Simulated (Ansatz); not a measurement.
**C₃H₈ClGa: basis-set convergence**

Aim: see how fast density functionals converge with the basis set for C₃H₈ClGa.

The runs use Ansatz 0.2.0, Gaussian basis; one geometry, several basis sets.

The runs, in order: PBE0-D4/def2-SVP; ωB97M-V/def2-SVP; PBE0-D4/def2-QZVPP; ωB97M-V/def2-QZVPP; the functionals' def2-TZVPP values are taken from earlier runs.

**1. The relaxed structure**

The geometry comes from an earlier relaxation with PBE0-D4 in a triple-zeta def2 set; it is a stationary point, not always the lowest conformer.

SMILES `C[CH2][Ga]([CH3])[Cl]`, 13 atoms, charge 0, spin multiplicity 1.

Atoms are counted from 1 here; the program's logs count them from 0.

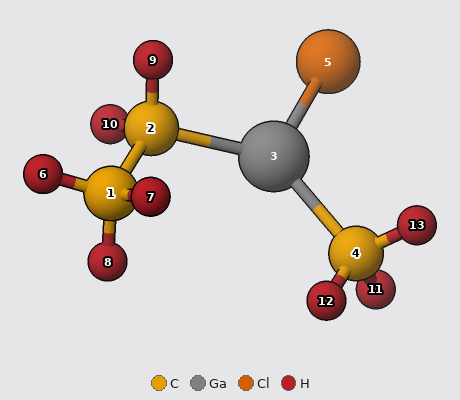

The geometry (carbon amber, gallium grey, chlorine orange, hydrogen red); atoms are numbered from 1 in the order of the file.

**2. PBE0-D4 in def2-SVP**

Contents of in.yaml:

```yaml
crystal:
  periodic: [false, false, false]
  atoms:
    - {symbol: C, position_ang: [-1.325320, 1.080785, 0.826673]}
    - {symbol: C, position_ang: [-0.014766, 1.381696, 0.109726]}
    - {symbol: Ga, position_ang: [0.958488, -0.191612, -0.553987]}
    - {symbol: C, position_ang: [0.569450, -2.107715, -0.470375]}
    - {symbol: Cl, position_ang: [2.820035, 0.285853, -1.570198]}
    - {symbol: H, position_ang: [-1.815819, 1.996326, 1.170185]}
    - {symbol: H, position_ang: [-1.172931, 0.448481, 1.705375]}
    - {symbol: H, position_ang: [-2.034385, 0.560260, 0.177490]}
    - {symbol: H, position_ang: [0.677253, 1.926952, 0.760160]}
    - {symbol: H, position_ang: [-0.175579, 2.037545, -0.752395]}
    - {symbol: H, position_ang: [0.542842, -2.519527, -1.481668]}
    - {symbol: H, position_ang: [-0.379846, -2.315568, 0.024879]}
    - {symbol: H, position_ang: [1.370878, -2.618175, 0.068835]}
basis:
  gaussian: {orbitals: def2-SVP}
hamiltonian: {xc: pbe0, dispersion: d4}
output: {orbitals: {seedname: orbitals}}
```

Started as:

```
> ansatz run in.yaml --threads 2 --pin off --events-out ev --progress --plain --max-ram 32768MiB --backend cpu
```

Log:

```text
Functional definition: PBE0
  name "PBE0"
  cite "Adamo & Barone, J. Chem. Phys. 110, 6158 (1999) doi:10.1063/1.478522"
  cite "Perdew, Burke & Ernzerhof, Phys. Rev. Lett. 77, 3865 (1996) doi:10.1103/PhysRevLett.77.3865"
  parent pbe
  parameter a = 0.25
  parameter kappa = 0.804
  parameter beta = 0.06672455060314922
  exchange = (1 - a)*pbe_x(kappa = kappa, mu = beta*pi^2/3) + a*exact_x
  correlation = pbe_c(beta = beta)
1331 factors; integrals over basis functions are off by at most 1.4e-3 eV
mean field evaluation 1: about -68105.8959 eV, gradient 6.6e1 eV
mean field evaluation 2: about -68101.5573 eV, gradient 7.8e1 eV
mean field evaluation 4: about -68116.0978 eV, gradient 2.2e0 eV
mean field evaluation 8: about -68116.2526 eV, gradient 2.8e-1 eV
mean field evaluation 16: about -68116.2528 eV, gradient 8.7e-5 eV
mean field -68116.25284524 eV, -2503.2261212080 hartree, gradient 1.4e-5 eV, S^2 0.000000; 0 other end points of the search recorded, 0 dependent functions left out
reference -68116.25287635 eV, -2503.2261223513 hartree; 37, 37 occupied and 95, 95 virtual orbitals, 1331 factors
Total energy: -68116.49022441 eV, -2503.2348447318 hartree
```

It took 2.8 s on 2 threads of AMD EPYC 7R13, shared host.

**3. ωB97M-V in def2-SVP**

in.yaml, as its differences from that of step 2:

```diff
@@ -18,3 +18,3 @@
   gaussian: {orbitals: def2-SVP}
-hamiltonian: {xc: pbe0, dispersion: d4}
+hamiltonian: {xc: {name: wB97M-V}}
 output: {orbitals: {seedname: orbitals}}
```

Same command.

Log (excerpt; [...] marks lines left out):

```text
Functional definition: wB97M-V
  name "wB97M-V"
  cite "Mardirossian & Head-Gordon, J. Chem. Phys. 144, 214110 (2016) doi:10.1063/1.4952647"
  cite "Becke, J. Chem. Phys. 107, 8554 (1997) doi:10.1063/1.475007"
  cite "Vydrov & Van Voorhis, J. Chem. Phys. 133, 244103 (2010) doi:10.1063/1.3521275"
  # Of w^i u^j: cxij and so on, Table III.
[...]
  gx(w, u) = 1 - cx + cx01*u + cx10*w
  gss(w, u) = css00 + css04*u^4 + css10*w + css20*w^2 + css43*w^4*u^3
  gos(w, u) = cos00 + cos10*w + (cos20 + cos21*u)*w^2 + (cos60 + cos61*u)*w^6
[...]
      + integral(e_c_pw_mod_opposite_spin*gos(b97_w_opposite, b97_u_opposite)) + vv10(b, c)
1331 factors; integrals over basis functions are off by at most 1.4e-3 eV
363 factors; integrals over basis functions are off by at most 7.6e-6 eV
[...]
mean field -68125.64184870 eV, -2503.5711607212 hartree, gradient 2.9e-5 eV, S^2 0.000000; 0 other end points of the search recorded, 0 dependent functions left out
reference -68125.64189674 eV, -2503.5711624865 hartree; 37, 37 occupied and 95, 95 virtual orbitals, 1331 factors
Total energy: -68125.64189674 eV, -2503.5711624865 hartree
```

Wall time 9 s (2 threads of AMD EPYC 7R13, shared host).

**4. PBE0-D4 in def2-QZVPP**

in.yaml, as its differences from that of step 3:

```diff
@@ -17,4 +17,4 @@
 basis:
-  gaussian: {orbitals: def2-SVP}
-hamiltonian: {xc: {name: wB97M-V}}
+  gaussian: {orbitals: "def2-QZVPP.json"}
+hamiltonian: {xc: pbe0, dispersion: d4}
 output: {orbitals: {seedname: orbitals}}
```

Started as:

```
> ansatz run in.yaml --threads 2 --pin off --events-out ev --progress --plain --max-ram 32768MiB --backend cuda --devices 0, --max-vram 18GiB
```

Log:

```text
Functional definition: PBE0
  name "PBE0"
  cite "Adamo & Barone, J. Chem. Phys. 110, 6158 (1999) doi:10.1063/1.478522"
  cite "Perdew, Burke & Ernzerhof, Phys. Rev. Lett. 77, 3865 (1996) doi:10.1103/PhysRevLett.77.3865"
  parent pbe
  parameter a = 0.25
  parameter kappa = 0.804
  parameter beta = 0.06672455060314922
  exchange = (1 - a)*pbe_x(kappa = kappa, mu = beta*pi^2/3) + a*exact_x
  correlation = pbe_c(beta = beta)
1971 factors; their error is unknown
mean field evaluation 1: about -68117.5872 eV, gradient 8.3e1 eV
mean field evaluation 2: about -68109.0738 eV, gradient 1.0e2 eV
mean field evaluation 4: about -68132.3723 eV, gradient 4.9e0 eV
mean field evaluation 8: about -68132.4108 eV, gradient 6.3e-2 eV
mean field evaluation 16: about -68132.5721 eV, gradient 1.5e-4 eV
mean field -68132.57205598 eV, -2503.8258411413 hartree, gradient 2.1e-5 eV, S^2 0.000000; 0 other end points of the search recorded, 0 dependent functions left out
reference -68132.57210062 eV, -2503.8258427819 hartree; 37, 37 occupied and 533, 533 virtual orbitals, 1971 factors
Total energy: -68132.80944869 eV, -2503.8345651623 hartree
```

It took 11 s on 1 × H100 (card shared with other runs) with 2 threads of AMD EPYC 7R13, shared host; peak host memory 1.1 GiB.

**5. ωB97M-V in def2-QZVPP**

in.yaml, as its differences from that of step 4:

```diff
@@ -18,3 +18,3 @@
   gaussian: {orbitals: "def2-QZVPP.json"}
-hamiltonian: {xc: pbe0, dispersion: d4}
+hamiltonian: {xc: {name: wB97M-V}}
 output: {orbitals: {seedname: orbitals}}
```

Launched as before.

Log (excerpt; [...] marks lines left out):

```text
Functional definition: wB97M-V
  name "wB97M-V"
  cite "Mardirossian & Head-Gordon, J. Chem. Phys. 144, 214110 (2016) doi:10.1063/1.4952647"
  cite "Becke, J. Chem. Phys. 107, 8554 (1997) doi:10.1063/1.475007"
  cite "Vydrov & Van Voorhis, J. Chem. Phys. 133, 244103 (2010) doi:10.1063/1.3521275"
  # Of w^i u^j: cxij and so on, Table III.
[...]
  gx(w, u) = 1 - cx + cx01*u + cx10*w
  gss(w, u) = css00 + css04*u^4 + css10*w + css20*w^2 + css43*w^4*u^3
  gos(w, u) = cos00 + cos10*w + (cos20 + cos21*u)*w^2 + (cos60 + cos61*u)*w^6
[...]
      + integral(e_c_pw_mod_opposite_spin*gos(b97_w_opposite, b97_u_opposite)) + vv10(b, c)
1950 factors; their error is unknown
445 factors; integrals over basis functions are off by at most 3.6e-5 eV
[...]
mean field -68142.06770108 eV, -2504.1747996622 hartree, gradient 2.9e-5 eV, S^2 0.000000; 0 other end points of the search recorded, 0 dependent functions left out
reference -68142.06777183 eV, -2504.1748022622 hartree; 37, 37 occupied and 533, 533 virtual orbitals, 1950 factors
Total energy: -68142.06777183 eV, -2504.1748022622 hartree
```

It took 13 s on 1 × H100 (card shared with other runs) with 2 threads of AMD EPYC 7R13, shared host; peak host memory 1.2 GiB.

**6. Functionals by basis**

The def2-TZVPP values come from earlier runs at the same geometry.

| functional | basis | functions | energy (eV) | from the largest (eV) | HOMO (eV) | LUMO (eV) |
| --- | --- | --- | --- | --- | --- | --- |
| PBE0-D4 | def2-SVP | 132 | -68116.4902 | 16.319 | -7.46 | -0.77 |
| PBE0-D4 | def2-TZVPP | 295 | -68131.0736 | 1.736 | -7.55 | -0.89 |
| PBE0-D4 | def2-QZVPP | 570 | -68132.8094 | 0.000 | -7.57 | -0.94 |
| ωB97M-V | def2-SVP | 132 | -68125.6419 | 16.426 | -9.62 | 0.95 |
| ωB97M-V | def2-TZVPP | 295 | -68140.3851 | 1.683 | -9.72 | 0.78 |
| ωB97M-V | def2-QZVPP | 570 | -68142.0678 | 0.000 | -9.74 | 0.60 |

**7. Results**

```
                                       quantity           value
PBE0-D4: double and triple zeta above quadruple  16.32, 1.74 eV
ωB97M-V: double and triple zeta above quadruple  16.43, 1.68 eV
```

**Reading.** PBE0-D4 gains 14.58 eV from double to triple zeta, then 1.74 eV more. These are total energies; as a rule much of such shifts cancels in differences, which this series doesn't test.
